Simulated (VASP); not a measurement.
**A VASP study of Na2Sb (SCAN): structure first, properties next**

Aim: relax Na2Sb, then compute properties on the relaxed cell. The steps: rough relaxation of the start cell, relaxing cell and atoms (SCAN), second relaxation, density, ELF and potential (SCAN), band structure (SCAN), total and projected DOS (SCAN), volume scan with SCAN, fit for SCAN, electric field gradients (SCAN) and ionic relaxation at fixed cell (SCAN), changed input. The cell is generated by rule, not measured, and may not be a known phase. Left out of this account: 1 further run (phonons: its modes failed a check).

Calculated with VASP 6.6.1; SCAN; plane waves and PAW (Na_pv, Sb); invented cell.

## Step 1: Set-up

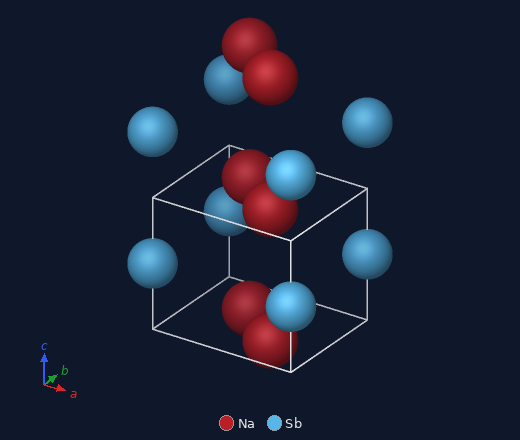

Start, viewed slightly off an axis; sodium red, antimony blue. 1×1×2 cells are drawn. Some periodic images of atoms are drawn too.

As a file:

```xyz
3
Lattice="5.1454 0.0000 0.0000 -2.5727 4.4560 0.0000 0.0000 0.0000 3.2152" Properties=species:S:1:pos:R:3 pbc="T T T"
Na    0.0000    2.9707    0.0000
Na    2.5727    1.4853    0.0000
Sb    0.0000    0.0000    1.6076
```

## Step 2: Rough relaxation of the start cell

The start is only an estimate, so a cheap relaxation brings it near a minimum before any careful run. SCAN adds the kinetic-energy density; it is numerically more delicate than r2SCAN.

INCAR

```
SYSTEM = Na2Sb
PREC = Normal
ENCUT = 400
EDIFF = 1E-05
NELM = 60
ISMEAR = 1
SIGMA = 0.2
LREAL = .FALSE.
ALGO = Normal
METAGGA = SCAN
LASPH = .TRUE.
NBANDS = 15
LORBIT = 11
LWAVE = .FALSE.
LCHARG = .FALSE.
IBRION = 2
NSW = 40
ISIF = 3
EDIFFG = -0.04
```

POSCAR

```
Na2Sb
1.0
    5.1453552400      0.0000000000      0.0000000000
   -2.5726776200      4.4560083500      0.0000000000
    0.0000000000      0.0000000000      3.2152087700
Na Sb
2 1
Direct
    0.3333333300      0.6666666700      0.0000000000
    0.6666666700      0.3333333300      0.0000000000
    0.0000000000      0.0000000000      0.5000000000
```

KPOINTS

```
Automatic mesh
0
Gamma
4 4 5
0 0 0
```

Potentials, in the order of the species: Na_pv and Sb (PBE family, release 64).

Started as:

```bash
$ mpirun -np 1 vasp_std
```

The program printed:

```text
[banner, memory and clock lines left out]
running    1 mpi-ranks, on    1 nodes
 distrk:  each k-point on    1 cores,    1 groups
 distr:  one band on    1 cores,    1 groups

 POSCAR found type information on POSCAR NaSb
 POSCAR found :  2 types and       3 ions
|                                                                             |
|               ----> ADVICE to this user running VASP <----                  |
|                                                                             |
|     You enforced a specific xc type in the INCAR file but a different       |
|     [... a line on the potential file left out ...]
|     I HOPE YOU KNOW WHAT YOU ARE DOING!                                     |
|                                                                             |

 LDA part: xc-table for (None), standard interpolation
 POSCAR, INCAR and KPOINTS ok, starting setup
 FFT: planning ... GRIDC
 FFT: planning ... GRID_SOFT
 FFT: planning ... GRID
 WAVECAR not read
 entering main loop
       N       E                     dE             d eps       ncg     rms          rms(c)
DAV:   1     0.860851082590E+02    0.86085E+02   -0.89327E+03   360   0.108E+03
DAV:   2    -0.414986915481E+02   -0.12758E+03   -0.12582E+03   409   0.308E+02
DAV:   3    -0.480643842560E+02   -0.65657E+01   -0.65582E+01   444   0.793E+01
DAV:   4    -0.481552717849E+02   -0.90888E-01   -0.90861E-01   423   0.103E+01
DAV:   5    -0.481580693991E+02   -0.27976E-02   -0.27976E-02   481   0.174E+00    0.172E+00
DAV:   6    -0.467666222899E+02    0.13914E+01   -0.52677E-01   395   0.807E+00    0.124E+00
DAV:   7    -0.467510968486E+02    0.15525E-01   -0.22379E-01   360   0.426E+00    0.430E-01
DAV:   8    -0.467545073168E+02   -0.34105E-02   -0.87440E-03   451   0.857E-01    0.268E-01
DAV:   9    -0.467558327242E+02   -0.13254E-02   -0.28404E-03   388   0.578E-01    0.316E-02
DAV:  10    -0.467558135415E+02    0.19183E-04   -0.87662E-05   479   0.108E-01    0.241E-02
DAV:  11    -0.467557919425E+02    0.21599E-04   -0.53863E-05   388   0.853E-02    0.334E-03
DAV:  12    -0.467557973932E+02   -0.54507E-05   -0.20810E-06   243   0.223E-02
   1 F= -.46755797E+02 E0= -.46754876E+02  d E =-.467558E+02
 curvature:   0.00 expect dE= 0.000E+00 dE for cont linesearch  0.000E+00
 trial: gam= 0.00000 g(F)=  0.617E-43 g(S)=  0.105E-01 ort = 0.000E+00 (trialstep = 0.100E+01)
 search vector abs. value=  0.105E-01
 bond charge predicted
       N       E                     dE             d eps       ncg     rms          rms(c)
DAV:   1    -0.467835474565E+02   -0.27756E-01   -0.85531E-01   451   0.142E+01    0.108E+00
DAV:   2    -0.467688950648E+02    0.14652E-01   -0.37531E-02   388   0.306E+00    0.591E-01
DAV:   3    -0.467620880507E+02    0.68070E-02   -0.12919E-02   402   0.166E+00    0.723E-02
DAV:   4    -0.467619252233E+02    0.16283E-03   -0.63114E-04   416   0.310E-01    0.388E-02
DAV:   5    -0.467618220284E+02    0.10319E-03   -0.99448E-05   451   0.160E-01    0.816E-03
DAV:   6    -0.467618164140E+02    0.56144E-05   -0.42689E-06   194   0.195E-02
   2 F= -.46761816E+02 E0= -.46760488E+02  d E =-.601902E-02
[...]
3 F= -.46761435E+02 E0= -.46760021E+02  d E =-.563729E-02
[...]
4 F= -.46762577E+02 E0= -.46761051E+02  d E =-.677984E-02
[...]
5 F= -.46763211E+02 E0= -.46761728E+02  d E =-.741390E-02
 curvature:  -1.64 expect dE=-0.620E-03 dE for cont linesearch -0.593E-03
 ZBRENT: interpolating
 opt :   1.6015  next Energy=   -46.763400 (dE=-0.760E-02)
 bond charge predicted
       N       E                     dE             d eps       ncg     rms          rms(c)
DAV:   1    -0.467641889436E+02   -0.97906E-03   -0.30899E-02   451   0.266E+00    0.208E-01
DAV:   2    -0.467636332862E+02    0.55566E-03   -0.13285E-03   388   0.570E-01    0.113E-01
DAV:   3    -0.467631806912E+02    0.45260E-03   -0.39391E-04   416   0.303E-01    0.149E-02
DAV:   4    -0.467631445075E+02    0.36184E-04   -0.17344E-05   321   0.548E-02    0.749E-03
DAV:   5    -0.467631180845E+02    0.26423E-04   -0.34600E-06   180   0.317E-02    0.170E-03
DAV:   6    -0.467631166816E+02    0.14029E-05   -0.42433E-07   180   0.754E-03
   6 F= -.46763117E+02 E0= -.46761594E+02  d E =-.731929E-02
 curvature:  -0.52 expect dE=-0.244E-04 dE for cont linesearch -0.234E-04
 trial: gam= 0.00000 g(F)=  0.923E-43 g(S)=  0.468E-04 ort =-0.687E-03 (trialstep = 0.112E+01)
 search vector abs. value=  0.468E-04
 reached required accuracy - stopping structural energy minimisation
```

Wall time 1.7 min (1 MPI rank of Intel Xeon Platinum 8488C (Sapphire Rapids), shared host); peak memory 0.14 GiB.

Lines that name or quote the potential files are left out of all logs, and their timing lines are given in words.

From OUTCAR (step 2):

```text
ion  position               nearest neighbor table
   1  0.333  0.667  0.000-
   2  0.667  0.333  0.000-
   3  0.000  0.000  0.500-

  LATTYP: Found a hexagonal cell.
 ALAT       =     5.1453552400
 C/A-ratio  =     0.6248759551

 Subroutine GETGRP returns: Found 24 space group operations
 (whereof 24 operations were pure point group operations)

The static configuration has the point symmetry D_6h.

 Found     12 irreducible k-points:

   k-points           NKPTS =     12   k-points in BZ     NKDIM =     12   number of bands    NBANDS=     15

   dimension x,y,z NGX =    28 NGY =   28 NGZ =   16
   dimension x,y,z NGXF=    56 NGYF=   56 NGZF=   32

   ENCUT  =  400.0 eV  29.40 Ry    5.42 a.u.   8.39  8.39  5.24*2*pi/ulx,y,z

   NELECT =      19.0000    total number of electrons

 k-points in reciprocal lattice and weights: Automatic mesh
   0.00000000  0.00000000  0.00000000       0.013
   0.25000000 -0.00000000  0.00000000       0.075
   0.50000000 -0.00000000  0.00000000       0.038
   0.25000000  0.25000000  0.00000000       0.075
   0.00000000  0.00000000  0.20000000       0.025
   0.25000000 -0.00000000  0.20000000       0.150
   0.50000000 -0.00000000  0.20000000       0.075
   0.25000000  0.25000000  0.20000000       0.150
   0.00000000  0.00000000  0.40000000       0.025
   0.25000000 -0.00000000  0.40000000       0.150
   0.50000000 -0.00000000  0.40000000       0.075
   0.25000000  0.25000000  0.40000000       0.150

 average (electrostatic) potential at core
       1 -51.8387       2 -51.8387       3 -93.3628

 E-fermi :   4.1772

 k-point     1 :       0.0000    0.0000    0.0000
  band No.  band energies     occupation
    ...
      6     -22.2231      2.00000
      7      -6.5833      2.00000
      8       1.9846      2.00000
      9       1.9847      2.00000
     10       4.1443      1.27434
     11       6.6941     -0.00000
     12       6.6950     -0.00000
     13       7.9184     -0.00000
     14       9.1225      0.00000
     15      11.2870      0.00000

 k-point     2 :       0.2500   -0.0000    0.0000
  band No.  band energies     occupation
    ...
      5     -22.2372      2.00000
      6     -22.2259      2.00000
      7      -6.4316      2.00000
      8       0.5954      2.00000
      9       1.7125      2.00000
     10       5.1154     -0.00000
     11       6.9478     -0.00000
     12       7.8470     -0.00000
     13       8.0098     -0.00000
     14      11.3022      0.00000
    ...

 k-point     3 :       0.5000   -0.0000    0.0000
  band No.  band energies     occupation
    ...
      5     -22.2325      2.00000
      6     -22.2303      2.00000
      7      -6.2631      2.00000
      8      -0.2361      2.00000
      9       1.4897      2.00000
     10       4.7295     -0.00067
     11       8.1080     -0.00000
     12       9.7383      0.00000
     13      10.2784      0.00000
     14      11.1573      0.00000
    ...

  Total       -0.0131112     -0.0131112     -0.0506460      0.0000000     -0.0000000     -0.0000000
  in kB       -0.2780163     -0.2780163     -1.0739238      0.0000000     -0.0000000     -0.0000000
  external PRESSURE =      -0.5433188 kB  Pullay stress =       0.0000000 kB

  energy-cutoff  :      400.00
  volume of cell :       75.56
      direct lattice vectors                 reciprocal lattice vectors
     5.156256310  0.000000000  0.000000000     0.193939157  0.111970824 -0.000000000
    -2.578128155  4.465448953  0.000000000     0.000000000  0.223941649  0.000000000
     0.000000000 -0.000000000  3.281578436     0.000000000 -0.000000000  0.304731403

 POSITION                                       TOTAL-FORCE (eV/Angst)
 -----------------------------------------------------------------------------------
     -0.00000      2.97697      0.00000        -0.000000     -0.000000      0.000000
      2.57813      1.48848      0.00000        -0.000000      0.000000     -0.000000
      0.00000     -0.00000      1.64079         0.000000     -0.000000      0.000000
 -----------------------------------------------------------------------------------
    total drift:                                0.000000      0.000000     -0.000000

  FREE ENERGIE OF THE ION-ELECTRON SYSTEM (eV)
  ---------------------------------------------------
  free  energy   TOTEN  =       -46.7631166816 eV

  energy  without entropy=      -46.7585472558  energy(sigma->0) =      -46.76159354

 reached required accuracy - stopping structural energy minimisation

 total charge
# of ion       s       p       d       tot
------------------------------------------
    1        0.067   5.984   0.000   6.051
    2        0.067   5.984   0.000   6.051
    3        1.127   1.285   0.011   2.424
--------------------------------------------------
tot          1.261  13.254   0.011  14.526

[... 3 further parts left out ...]
```

This run has no spin polarisation. Its electron count is odd, so without a moment it is a metal by construction. The k-mesh is coarse for a metal. This relaxation is a rough one on cheap settings, only to bring the start near its minimum. The PAW data sets were made with PBE, which is usual practice but a small mismatch for other functionals. The run keeps the 24 symmetry operations of its start, so it cannot find a distortion of lower symmetry.

Relaxation path:

```csv
step,energy less that of the first step (eV),largest force (eV/Å),pressure (GPa),volume (Å³)
1,0.0000,0.0000,0.70,73.72
2,-0.0060,0.0000,0.46,74.87
3,-0.0056,0.0000,-0.33,76.28
4,-0.0068,0.0000,-0.20,75.81
5,-0.0074,0.0000,0.16,75.34
6,-0.0073,0.0000,-0.05,75.56
```

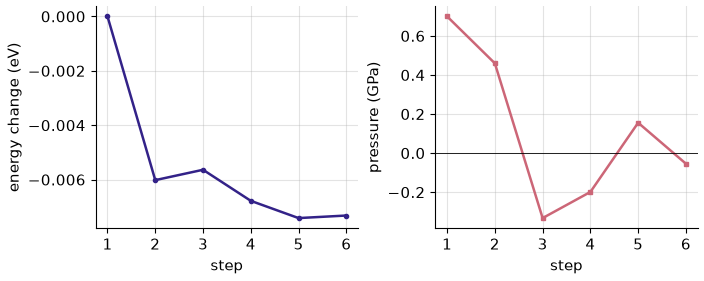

Energy and pressure along the relaxation.

```csv
"conventional cell, symmetrised",before,after,change
a (Å),5.145,5.156,+0.2 %
b (Å),5.145,5.156,+0.2 %
c (Å),3.215,3.282,+2.1 %
volume (Å³/atom),24.57,25.19,+2.5 %
```

Final coordinates:

```cif
data_structure
_symmetry_space_group_name_H-M 'P 1'
_symmetry_Int_Tables_number 1
_cell_length_a 5.1563
_cell_length_b 5.1563
_cell_length_c 3.2816
_cell_angle_alpha 90.000
_cell_angle_beta 90.000
_cell_angle_gamma 120.000
_cell_volume 75.56
loop_
_atom_site_label
_atom_site_type_symbol
_atom_site_fract_x
_atom_site_fract_y
_atom_site_fract_z
_atom_site_occupancy
Na1 Na 0.33333 0.66667 0.00000 1
Na2 Na 0.66667 0.33333 0.00000 1
Sb3 Sb 0.00000 0.00000 0.50000 1
```

This step gave:

| Quantity | Value |
| --- | --- |
| electrons | 19 |
| bands | 15 |
| irreducible k-points | 12 |
| symmetry operations | 24 |
| free energy (TOTEN) | -46.76 eV |
| energy at zero smearing | -46.76 eV |
| Fermi energy | 4.177 eV |
| pressure | -0.05433 GPa |
| metallic | yes |
| SCF cycles over all ionic steps | 43 |

It ends with forces that vanish by symmetry and a pressure of -0.05 GPa.

(Part 1 of 5 ends here.)

[Lines on the potential files, build, host, timing and source positions are cut from VASP's logs without a mark.]

[Logs are printed without paths, hosts, clocks, repeated set-up lines and the standing remarks that a program may print on its own settings, such as how far it seeks lower states.]

[Hosts, paths, dates, database ids (printed as entryN), source tags and the programs' standing remarks are cut or masked in the printed files.]

[A measured line is paired with the nearest computed mode of its activity, which favours agreement.]
